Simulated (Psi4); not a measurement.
# AlF3 (SMILES [F][Al]([F])[F]): HF/STO-3G

What is the vertical ionisation energy of AlF3 at HF/STO-3G? 

Program for the calculation: Psi4 1.11.

## (1) Starting point

The species is AlF3 (4 atoms), meant as a singlet with charge 0. SMILES: `[F][Al]([F])[F]`. The shape comes from GFN2-xTB, which is rough for such elements, and wasn't checked as a minimum.

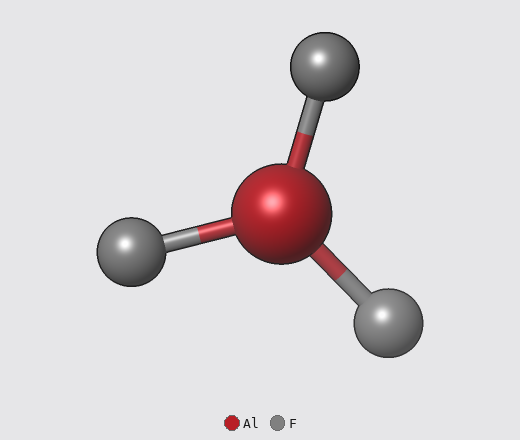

The structure, seen from a chosen angle (aluminium red, fluorine grey).

## (2) A single-point energy at HF/STO-3G

job.inp

```
memory 1600 mb

molecule {
  0 1
  Al
  F 1 1.631327
  F 1 1.631174 2 119.96691
  F 1 1.63067 3 120.01677 2 179.79592
  units angstrom
  symmetry c1
}

set {
  puream true
  e_convergence 1e-09
  d_convergence 1e-08
  scf_type pk
}

e_tot, wfn = energy("scf/STO-3G", return_wfn=True)
oeprop(wfn, "LOWDIN_CHARGES", "MAYER_INDICES", "MULLIKEN_CHARGES")
```

On the command line:

```console
psi4 -n 1 job.inp job.out
```

job.out:

```text
[...]
  Running in c1 symmetry.
[...]
  Nuclear repulsion =  159.395260148231245
[...]
  Multiplicity = 1
[...]
  Nalpha       = 20
  Nbeta        = 20
[...]
    Number of basis functions: 24
[...]
   @RHF iter   1:  -533.08918242755385   -1.96572e+00   1.65060e-02 DIIS/ADIIS
[...]
   @RHF iter   9:  -533.24757771474856   -5.68434e-13   2.25358e-09 DIIS
[...]
    Orbital Energies [Eh]
    ---------------------
    Doubly Occupied:
       1A    -57.836562     2A    -25.775089     3A    -25.774907
       4A    -25.774861     5A     -4.775061     6A     -3.005086
       7A     -3.005075     8A     -3.004414     9A     -1.401716
      10A     -1.383784    11A     -1.383624    12A     -0.514913
      13A     -0.453453    14A     -0.453414    15A     -0.445371
      16A     -0.397448    17A     -0.392122    18A     -0.392007
      19A     -0.377929    20A     -0.377857
[...]
  @RHF Final Energy:  -533.24757771474856
   => Energetics <=
    Nuclear Repulsion Energy =            159.3952601482312446
    One-Electron Energy =               -1071.4362890331240123
    Two-Electron Energy =                 378.7934511701442375
    Total Energy =                       -533.2475777147485587
[...]
 Multipole Moments:
 ------------------------------------------------------------------------------------
     Multipole            Electronic (a.u.)      Nuclear  (a.u.)        Total (a.u.)
 ------------------------------------------------------------------------------------
 L = 1.  Multiply by 2.5417464519 to convert [e a0] to [Debye]
 Dipole X            :          0.0041064            0.0004691            0.0045755
 Dipole Y            :         -0.0010646           -0.0001067           -0.0011714
 Dipole Z            :         -0.0007580           -0.0000771           -0.0008351
 Magnitude           :                                                    0.0047963
[...]
  Mulliken Charges: (a.u.)
   Center  Symbol    Alpha    Beta     Spin     Total
       1    AL     5.92563  5.92563  0.00000  1.14874
       2     F     4.69145  4.69145  0.00000 -0.38289
       3     F     4.69146  4.69146  0.00000 -0.38291
       4     F     4.69147  4.69147  0.00000 -0.38294
   Total alpha = 20.00000, Total beta = 20.00000, Total charge =  0.00000
  Lowdin Charges: (a.u.)
   Center  Symbol    Alpha    Beta     Spin     Total
       1    AL     6.02786  6.02786  0.00000  0.94428
       2     F     4.65740  4.65740  0.00000 -0.31481
[...]
```

It took 1.6 s on 1 thread of Intel Xeon Platinum 8375C at 2.90GHz (Ice Lake), shared host; peak memory 0.18 GiB.

## (3) The doublet cation: energy and gradient at UHF/STO-3G

job.json

```json
{
 "schema_name": "qcschema_input",
 "schema_version": 1,
 "molecule": {
  "schema_name": "qcschema_molecule",
  "schema_version": 2,
  "symbols": ["Al", "F", "F", "F"],
  "geometry": [-0.00037795, -0.00054802, -0.00238105, 3.08184095, -0.05119268, 0.02549241, -1.49579382, 2.69473056, -0.03144504, -1.58566919, -2.64298986, 0.00831479],
  "molecular_charge": 1,
  "molecular_multiplicity": 2,
  "fix_symmetry": "c1",
  "fix_com": true,
  "fix_orientation": true
 },
 "driver": "gradient",
 "model": {
  "method": "scf",
  "basis": "STO-3G"
 },
 "keywords": {
  "reference": "uhf",
  "puream": true,
  "e_convergence": 1e-09,
  "d_convergence": 1e-08,
  "scf_type": "pk",
  "maxiter": 200,
  "scf_properties": ["QUADRUPOLE", "LOWDIN_CHARGES", "WIBERG_LOWDIN_INDICES"]
 }
}
```

On the command line:

```console
psi4 --qcschema job.json -n 1 --memory 1600MB
```

stdout:

```text
[...]
  Running in c1 symmetry.
[...]
  Nuclear repulsion =  159.395255317177174
[...]
  Multiplicity = 2
[...]
  Nalpha       = 20
  Nbeta        = 19
[...]
    Number of basis functions: 24
[...]
   @UHF iter   1:  -532.78414861492683   -1.66069e+00   1.25661e-02 ADIIS/DIIS
[...]
   @UHF iter  30:  -532.87237105817655    1.59162e-12   9.32551e-09 DIIS
[...]
   @S^2 Observed:                7.624933237E-01
[...]
    Orbital Energies [Eh]
    ---------------------
    Alpha Occupied:
       1A    -58.222356     2A    -26.251544     3A    -26.251472
       4A    -26.251244     5A     -5.145457     6A     -3.376993
       7A     -3.376970     8A     -3.374778     9A     -1.804671
      10A     -1.789747    11A     -1.789631    12A     -0.886860
      13A     -0.861854    14A     -0.861784    15A     -0.827929
      16A     -0.826650    17A     -0.791164    18A     -0.791013
      19A     -0.787715    20A     -0.787579
    Alpha Virtual:
      21A      0.042981    22A      0.052928    23A      0.368597
      24A      0.369054
[...]
  @UHF Final Energy:  -532.87237105817655
   => Energetics <=
    Nuclear Repulsion Energy =            159.3952553171771740
    One-Electron Energy =               -1056.1494678085150554
    Two-Electron Energy =                 363.8818414331613553
    Total Energy =                       -532.8723710581764408
  UHF NO Occupations:
  HONO-2 :   18  A 1.9970830
  HONO-1 :   19  A 1.9970271
[...]
 Multipole Moments:
 ------------------------------------------------------------------------------------
     Multipole            Electronic (a.u.)      Nuclear  (a.u.)        Total (a.u.)
 ------------------------------------------------------------------------------------
 L = 1.  Multiply by 2.5417464519 to convert [e a0] to [Debye]
 Dipole X            :          0.0023856           -0.0015119            0.0008737
 Dipole Y            :          0.0028714           -0.0021921            0.0006793
 Dipole Z            :          0.0047668           -0.0096942           -0.0049274
 Magnitude           :                                                    0.0050501
 L = 2.  Multiply by 1.3450342976 to convert [e a0^2] to [Debye ang]
 Quadrupole XX       :       -143.4100359          128.2454080          -15.1646279
 Quadrupole XY       :         -0.0218241            0.0214099           -0.0004143
[...]
  -Total Gradient:
     Atom            X                  Y                   Z
    ------   -----------------  -----------------  -----------------
       1       -0.000116208417    -0.000115041965    -0.000124508097
       2        0.012278532693    -0.000205181106     0.000139996359
       3       -0.005938074046     0.010688306108    -0.000086377754
       4       -0.006224250230    -0.010368083037     0.000070889492
[...]
```

The result, in JSON:

```text
{
 "driver": "gradient",
 "model": {
  "method": "scf",
  "basis": "STO-3G"
 },
 "success": true,
 "return_result": [-0.00011620841666486192, -0.0001150419645132017, -0.00012450809733215314, 0.012278532693100946, -0.00020518110609255187, 0.00013999635916418394, -0.005938074046306627, 0.01068830610780766, -8.63777536758677e-05, -0.006224250229820191, -0.010368083036552206, 7.088949183840082e-05],
 "properties": {
  "calcinfo_nbasis": 24,
  "calcinfo_nmo": 24,
  "calcinfo_nalpha": 20,
  "calcinfo_nbeta": 19,
  "calcinfo_natom": 4,
  "nuclear_repulsion_energy": 159.39525531717717,
  "return_energy": -532.8723710581766,
  "return_gradient": [-0.00011620841666486192, -0.0001150419645132017, -0.00012450809733215314, 0.012278532693100946, -0.00020518110609255187, 0.00013999635916418394, -0.005938074046306627, 0.01068830610780766, -8.63777536758677e-05, -0.006224250229820191, -0.010368083036552206, 7.088949183840082e-05],
  "scf_one_electron_energy": -1056.149467808515,
  "scf_two_electron_energy": 363.88184143316136,
  "scf_dipole_moment": [0.0008736627308592038, 0.0006792750740629572, -0.0049273826137392375],
  "scf_total_energy": -532.8723710581766,
  "scf_total_gradient": [-0.00011620841666486192, -0.0001150419645132017, -0.00012450809733215314, 0.012278532693100946, -0.00020518110609255187, 0.00013999635916418394, -0.005938074046306627, 0.01068830610780766, -8.63777536758677e-05, -0.006224250229820191, -0.010368083036552206, 7.088949183840082e-05],
  "scf_iterations": 30
 }
}
```

Run time: 1.7 s. Hardware: 1 thread of Intel Xeon Platinum 8375C at 2.90GHz (Ice Lake), shared host; peak memory 0.18 GiB.

## (4) Outcome

Level: HF/STO-3G.

| quantity | value |
| --- | --- |
| singlet AlF3: total energy | -533.24758 Eh |
| singlet AlF3: dipole moment | 0.01 D |
| singlet AlF3: HOMO energy | -10.28 eV |
| singlet AlF3: LUMO energy | 10.03 eV |
| singlet AlF3: HOMO–LUMO gap | 20.31 eV |
| doublet cation: total energy | -532.87237 Eh |
| doublet cation: HOMO energy (highest over α and β) | -15.37 eV |
| doublet cation: LUMO energy (lowest over α and β) | -9.59 eV |
| doublet cation: ⟨S²⟩ | 0.762 |
| doublet cation: largest force on an atom | 0.632 eV/Å |
| vertical ionisation energy (to the doublet cation) | 10.210 eV |

In words: The vertical ionisation energy comes to 10.21 eV (985 kJ/mol). The negative HOMO energy of the first species, 10.28 eV, lies 0.07 eV above that difference. In a minimal basis such a difference can be off by several eV, whatever the method. Mulliken charges (singlet AlF3) run from -0.38 on F4 to +1.15 on Al1; they depend strongly on the basis.
